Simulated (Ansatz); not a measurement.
**AlH3Mg: density, localisation and related maps**

```yaml
atoms:
  - { symbol: Mg, position_ang: [0.5470, -1.3140, 0.8473] }
  - { symbol: Al, position_ang: [-0.3596, 0.8605, -0.5558] }
  - { symbol: H, position_ang: [1.1158, -2.6728, 1.7249] }
  - { symbol: H, position_ang: [-1.7044, 0.8512, -1.4344] }
  - { symbol: H, position_ang: [0.4012, 2.2750, -0.5821] }
```

Computed with Ansatz, RKS PBE0/def2-SVP.

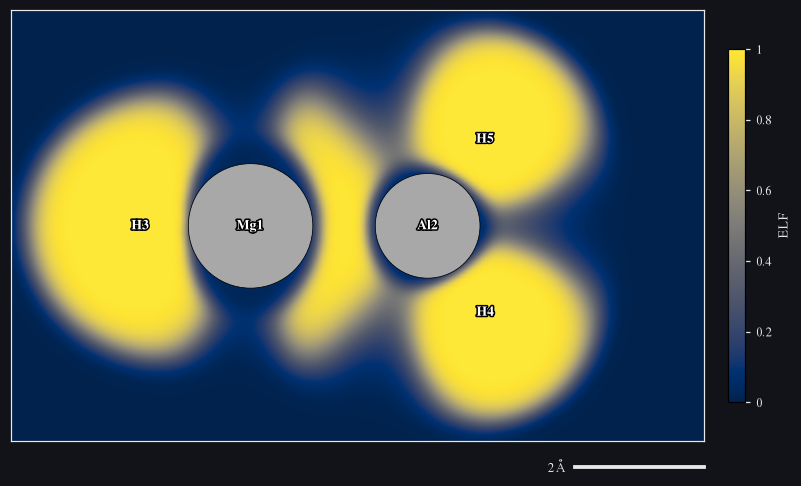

Figure 1. Electron localisation function on the molecular plane. Grey discs cover the atomic cores.

Q: What does the map show?

A: The section cuts through Mg, Al and H sites.
Al–H (1.61 Å): the ELF climbs to about 1 towards the hydrogen.
Mg–H (1.71 Å): the ELF climbs to about 1 towards the hydrogen.

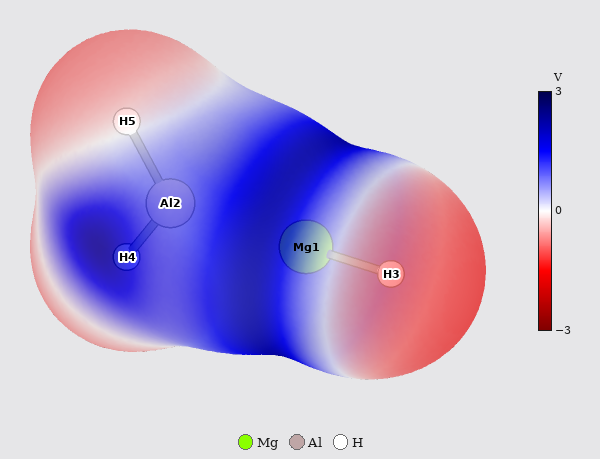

Figure 2. The molecular electrostatic potential painted on the density surface at 0.001 e/bohr³, seen at a tilt; the colour scale runs from red (negative) to blue (positive).

Q: Where is the surface potential most negative and most positive?

A: The most negative region (about −1.0 V) lies over H3, the most positive (about +2.2 V) over Mg1 and Al2.

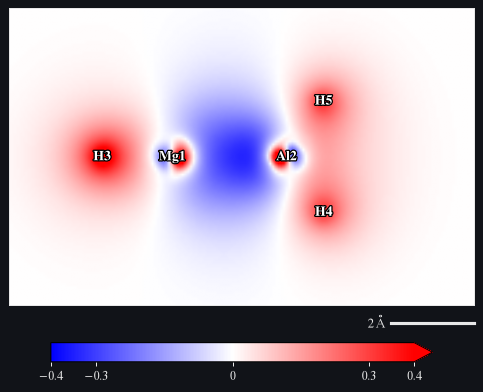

Figure 3. One frontier orbital on the molecular plane (values in Å⁻³ᐟ²; the overall sign is arbitrary).

Q: Which orbital is it: HOMO or LUMO?

A: The HOMO, at −6.26 eV. Its weight (Hirshfeld) is mainly on Al2 (about 40 %), Mg1 (about 30 %), H3 (about 15 %), H4 (about 5 %) and H5 (about 5 %); it is symmetric in the molecular plane (an in-plane orbital: σ, lone-pair or in-plane π type).

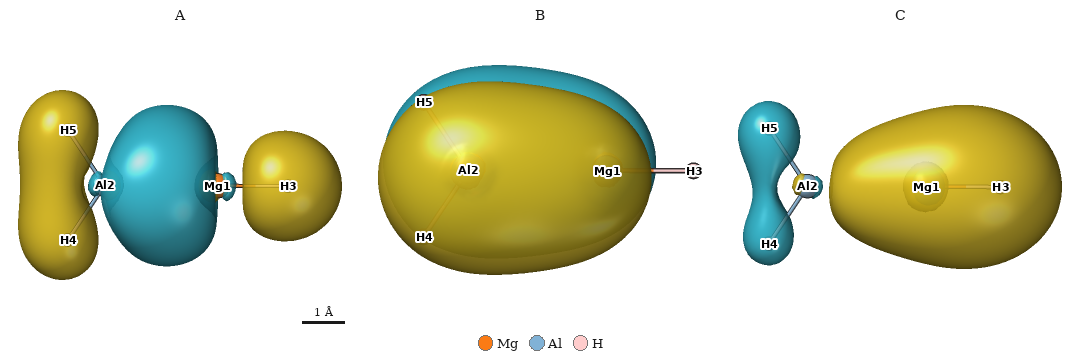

Figure 4. Three frontier orbitals at ±0.06 Å⁻³ᐟ² (yellow and cyan are the two phases), in no order.

Q: Order the three orbitals by energy and name them.

A: C is the HOMO−1 (−8.08 eV). By Hirshfeld shares it lies mainly on H3 (about 45 %), Mg1 (about 45 %) and Al2 (about 5 %); it is symmetric in the molecular plane (an in-plane orbital: σ, lone-pair or in-plane π type). A is the HOMO (−6.26 eV). Its weight (Hirshfeld) is mainly on Al2 (about 40 %), Mg1 (about 30 %), H3 (about 15 %), H4 (about 5 %) and H5 (about 5 %); it is symmetric in the molecular plane (an in-plane orbital: σ, lone-pair or in-plane π type). B is the LUMO (−2.29 eV). It lies mainly on Al2 (about 65 %) and Mg1 (about 30 %); it changes sign across the molecular plane (π type).

Q: What is the HOMO–LUMO gap?

A: 3.97 eV between the orbital energies.
